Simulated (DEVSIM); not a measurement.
Structure: illuminated GaSb p-on-n cell, one wavelength, at 300 K.

```csv
layer (left to right),material,thickness (μm),Nd (cm⁻³),Na (cm⁻³),τn (s),τp (s),absorption coefficient (cm⁻¹)
1,GaSb,0.530,-,8.2e17,2.8e-9,2.5e-8,36000
2,GaSb,0.690,6.5e16,-,4.8e-8,4.8e-8,36000
```

Left contact: ohmic, minority electron recombination velocity 40000 cm/s. Right contact: ohmic, minority hole recombination velocity 7000 cm/s. Voltage is applied to the left contact. Recombination: SRH at mid-gap, radiative, Auger. Light enters at the left, 4.8e16 photons cm⁻² s⁻¹, one pass, no reflection. Mobility is μmin + (μ − μmin)/(1 + (N/Nref)^α).

This is a model device: material constants are rounded textbook-type values typed into the input, and sizes, dopings and lifetimes were drawn at random. Values at 300 K.

| parameter | GaSb |
|---|---|
| gap (eV) | 0.726 |
| affinity (eV) | 4.06 |
| permittivity | 15.7 |
| Nc (cm⁻³) | 2.1e17 |
| Nv (cm⁻³) | 1.8e19 |
| μn (cm²/Vs) | 5000 |
| μp (cm²/Vs) | 850 |
| μn,min | 1000 |
| μp,min | 190 |
| Nref,n | 2.8e17 |
| Nref,p | 9e17 |
| αn | 1.05 |
| αp | 0.65 |
| B (cm³/s) | 1e-10 |
| Cn (cm⁶/s) | 5e-30 |
| Cp (cm⁶/s) | 5e-30 |

Model (solved in DEVSIM): 1D drift-diffusion, Boltzmann statistics, complete ionisation; no tunnelling, impact ionisation, image-force lowering or self-heating.

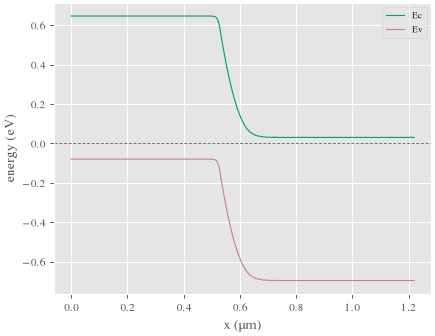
Figure: Band edges at zero bias, in the dark

Energies count from the Fermi level of the right contact; mesh points crowd at the junctions.

```tsv
x (μm)	Ec (eV)	Ev (eV)	n (cm⁻³)	p (cm⁻³)	field (V/cm)
0.000	0.646	-0.080	2900000	8.2e17	≈ 0
0.01483	0.646	-0.080	2900000	8.2e17	≈ 0
0.03797	0.646	-0.080	2900000	8.2e17	≈ 0
0.07039	0.646	-0.080	2900000	8.2e17	≈ 0
0.1488	0.646	-0.080	2900000	8.2e17	≈ 0
0.2469	0.646	-0.080	2900000	8.2e17	≈ 0
0.3552	0.646	-0.080	2900000	8.2e17	≈ 0
0.4452	0.646	-0.080	2900000	8.2e17	≈ 0
0.4825	0.646	-0.080	2900000	8.2e17	-26
0.5090	0.644	-0.082	3200000	7.6e17	-3800
0.5261	0.606	-0.120	1.4e7	1.7e17	-61000
0.5449	0.452	-0.274	5.4e9	4.5e14	-77000
0.5684	0.292	-0.434	2.7e12	9.1e11	-59000
0.6055	0.123	-0.603	1.8e15	1.3e9	-32000
0.6831	0.033	-0.693	5.9e16	4.1e7	-1400
0.7862	0.030	-0.696	6.5e16	3.7e7	≈ 0
0.9272	0.030	-0.696	6.5e16	3.7e7	≈ 0
1.044	0.030	-0.696	6.5e16	3.7e7	≈ 0
1.136	0.030	-0.696	6.5e16	3.7e7	≈ 0
1.173	0.030	-0.696	6.5e16	3.7e7	≈ 0
1.200	0.030	-0.696	6.5e16	3.7e7	≈ 0
1.220	0.030	-0.696	6.5e16	3.7e7	≈ 0
```
